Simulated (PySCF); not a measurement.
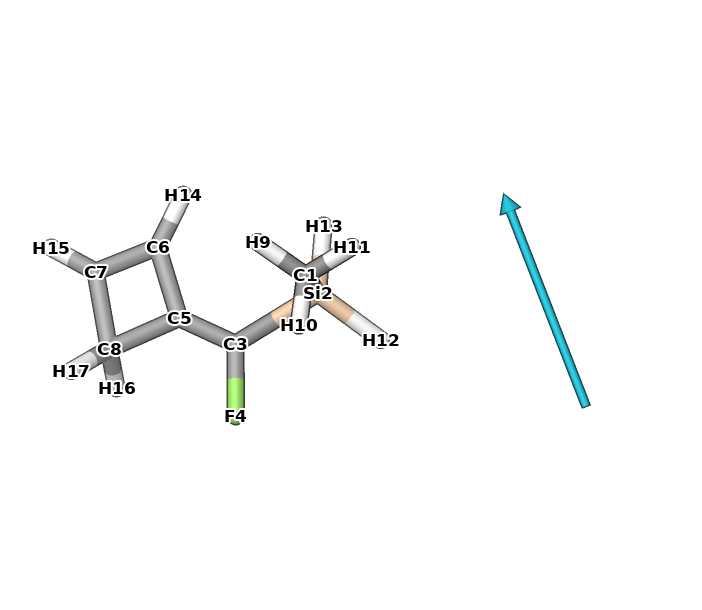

The arrow beside the molecule shows the direction of the dipole moment, from the negative to the positive end (its length means nothing). The geometry was computed by an optimisation with GFN2-xTB. No frequency run is at hand to confirm it as a minimum. Method: CAM-B3LYP/def2-SVPD, gas phase (PySCF 2.14.0).

**Estimate the dipole moment.**

1.81 D; it points from the side of F4 to the side of H14, H15 (the outermost atoms at the two ends).

The geometry is semi-empirical. Around Si such bond lengths and angles can be off by a tenth of an ångström or more and by several degrees, and values that hang on the shape move with them.
